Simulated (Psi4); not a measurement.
# AlO (oxoaluminum): UTPSSh/def2-TZVPPD

What is the vertical doublet–quartet gap of AlO (oxoaluminum) at UTPSSh/def2-TZVPPD? 

The results are computed with Psi4 1.11.

1 further run of the same task is left out (it didn't finish).

## (1) The molecule

The species is AlO (2 atoms), meant as a doublet with charge 0. SMILES: `[O]=[Al]`. The coordinates come from a PBE0-D4/def2-TZVP relaxation.

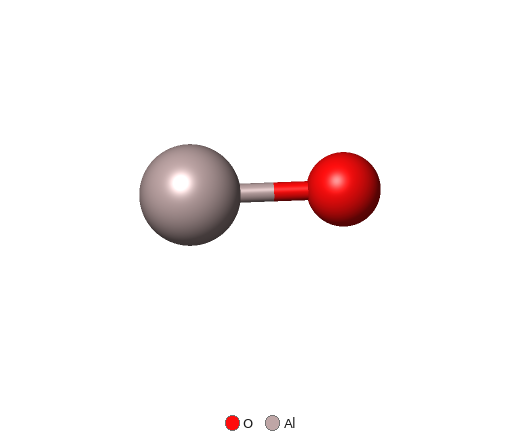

Viewed from a chosen angle; oxygen red, aluminium light grey.

## (2) Energy and gradient at UTPSSh/def2-TZVPPD

input.in

```
memory 2.2 GB

molecule molecule1 {
  0 2
  O      0.000000     0.000000    -0.024920
  Al     0.000000     0.000000     1.594970
  units angstrom
  symmetry c1
}

set globals {
  reference uks
  puream true
  e_convergence 1e-09
  d_convergence 1e-08
  scf_type pk
  dft_radial_points 99
  dft_spherical_points 590
  maxiter 100
}

e_tot, wfn = gradient('tpssh/def2-TZVPPD', return_wfn=True)
oeprop(wfn, 'QUADRUPOLE', 'MAYER_INDICES', 'MULLIKEN_CHARGES', title='TPSSH')
```

The run is started by

```bash
$ psi4 -n 1 input.in input.out
```

input.out:

```text
[...]
  Running in c1 symmetry.
[...]
  Nuclear repulsion =   33.974177203192809
[...]
  Multiplicity = 2
[...]
  Nalpha       = 11
  Nbeta        = 10
[...]
    Number of basis functions: 88
[...]
   @UKS iter   1:  -317.16024817780794   -8.15987e-02   1.21300e-02 DIIS/ADIIS
[...]
   @UKS iter  15:  -317.66300601137857   -1.53477e-12   2.28016e-09 DIIS
[...]
   @S^2 Observed:                7.585703537E-01
[...]
  @UKS Final Energy:  -317.66300601137857
   => Energetics <=
    Nuclear Repulsion Energy =             33.9741772031928093
    One-Electron Energy =                -508.8330373654218874
    Two-Electron Energy =                 181.7810303373462943
    DFT Exchange-Correlation Energy =     -24.5851761864958398
    Empirical Dispersion Energy =           0.0000000000000000
    VV10 Nonlocal Energy =                  0.0000000000000000
    Total Energy =                       -317.6630060113786271
[...]
  -Total Gradient:
     Atom            X                  Y                   Z
    ------   -----------------  -----------------  -----------------
       1       -0.000000000000     0.000000000000     0.002423211771
       2        0.000000000000     0.000000000000    -0.002418437015
[...]
 Multipole Moments:
 ------------------------------------------------------------------------------------
     Multipole            Electronic (a.u.)      Nuclear  (a.u.)        Total (a.u.)
 ------------------------------------------------------------------------------------
 L = 1.  Multiply by 2.5417464519 to convert [e a0] to [Debye]
 Dipole X            :          0.0000000            0.0000000            0.0000000
 Dipole Y            :         -0.0000000            0.0000000           -0.0000000
 Dipole Z            :          2.2469097           -0.5640171            1.6828926
 Magnitude           :                                                    1.6828926
 L = 2.  Multiply by 1.3450342976 to convert [e a0^2] to [Debye ang]
 Quadrupole XX       :        -11.8746625            0.0000000          -11.8746625
 Quadrupole XY       :          0.0000000            0.0000000            0.0000000
[...]
  Mulliken Charges: (a.u.)
   Center  Symbol    Alpha    Beta     Spin     Total
       1     O     4.36052  3.99277  0.36774 -0.35329
       2    AL     6.63948  6.00723  0.63226  0.35329
   Total alpha = 11.00000, Total beta = 10.00000, Total charge = -0.00000
  Mayer Bond Indices:
  Total Bond Index:
  Irrep: 1 Size: 2 x 2
                 1                   2
[...]
```

It took 55 s on 1 thread of Intel Xeon at 2.50GHz (Skylake/Cascade Lake), shared host; peak memory 0.97 GiB.

## (3) The quartet, same level

alo.xyz

```xyz
2
AlO
O      0.000000     0.000000    -0.024920
Al     0.000000     0.000000     1.594970
```

calc.py

```python
import psi4

psi4.set_memory(2200000000)
psi4.set_num_threads(1)
psi4.set_output_file('output.dat', False)

with open('alo.xyz') as f:
    atoms = ''.join(f.readlines()[2:])
molecule = psi4.geometry('0 4\n' + atoms + 'symmetry c1')

options = {'basis': 'def2-TZVPPD', 'reference': 'uks', 'puream': True, 'e_convergence': 1e-09, 'd_convergence': 1e-08, 'scf_type': 'pk', 'dft_radial_points': 99, 'dft_spherical_points': 590, 'maxiter': 100}
psi4.set_options(options)

E, wfn = psi4.gradient('tpssh', molecule=molecule, return_wfn=True)
psi4.oeprop(wfn, 'QUADRUPOLE', 'DIPOLE', 'LOWDIN_CHARGES')
print('gradient / Eh bohr^-1')
print(E.np.round(6))
print(f'energy = {wfn.energy():.10f} Eh')
```

The run is started by

```bash
$ python calc.py
```

output.dat, cut to the lines that bear on the results:

```text
[...]
  Running in c1 symmetry.
[...]
  Nuclear repulsion =   33.974177203192809
[...]
  Multiplicity = 4
[...]
  Nalpha       = 12
  Nbeta        = 9
[...]
    Number of basis functions: 88
[...]
   @UKS iter   1:  -317.41087145758939   -3.32222e-01   6.09873e-03 ADIIS/DIIS
[...]
   @UKS iter  13:  -317.51780004343254   -6.99174e-12   7.67750e-09 DIIS
[...]
   @S^2 Observed:                3.753112025E+00
[...]
  @UKS Final Energy:  -317.51780004343254
   => Energetics <=
    Nuclear Repulsion Energy =             33.9741772031928093
    One-Electron Energy =                -507.6282470951447294
    Two-Electron Energy =                 180.7413837365068900
    DFT Exchange-Correlation Energy =     -24.6051138879875033
    Empirical Dispersion Energy =           0.0000000000000000
    VV10 Nonlocal Energy =                  0.0000000000000000
    Total Energy =                       -317.5178000434325440
[...]
  -Total Gradient:
     Atom            X                  Y                   Z
    ------   -----------------  -----------------  -----------------
       1       -0.000000000001    -0.000000000007     0.101824990889
       2        0.000000000001     0.000000000007    -0.101820316664
[...]
 Multipole Moments:
 ------------------------------------------------------------------------------------
     Multipole            Electronic (a.u.)      Nuclear  (a.u.)        Total (a.u.)
 ------------------------------------------------------------------------------------
 L = 1.  Multiply by 2.5417464519 to convert [e a0] to [Debye]
 Dipole X            :         -0.0000000            0.0000000           -0.0000000
 Dipole Y            :         -0.0000000            0.0000000           -0.0000000
 Dipole Z            :          0.8882934           -0.5640171            0.3242763
 Magnitude           :                                                    0.3242763
 L = 2.  Multiply by 1.3450342976 to convert [e a0^2] to [Debye ang]
 Quadrupole XX       :        -17.1809888            0.0000000          -17.1809888
 Quadrupole XY       :          0.4537613            0.0000000            0.4537613
[...]
```

The script printed:

```text
gradient / Eh bohr^-1
[[-0.       -0.        0.101825]
 [ 0.        0.       -0.10182 ]]
energy = -317.5178000434 Eh
```

Wall time 51 s (1 thread of Intel Xeon at 2.50GHz (Skylake/Cascade Lake), shared host); peak memory 0.97 GiB.

## (4) Summary of results

At UTPSSh/def2-TZVPPD:

| quantity | value |
| --- | --- |
| doublet: total energy | -317.66301 Eh |
| doublet: dipole moment | 4.28 D |
| doublet: HOMO energy (highest over α and β) | -7.14 eV |
| doublet: LUMO energy (lowest over α and β) | -4.77 eV |
| doublet: ⟨S²⟩ | 0.759 |
| doublet: largest force on an atom | 0.125 eV/Å |
| quartet: total energy | -317.51780 Eh |
| quartet: dipole moment | 0.82 D |
| quartet: HOMO energy (highest over α and β) | -3.35 eV |
| quartet: ⟨S²⟩ | 3.753 |
| quartet: largest force on an atom | 5.236 eV/Å |
| vertical energy of the quartet above the doublet | 3.951 eV |

What this shows: At this shape the quartet lies 3.95 eV (381 kJ/mol) above the doublet.
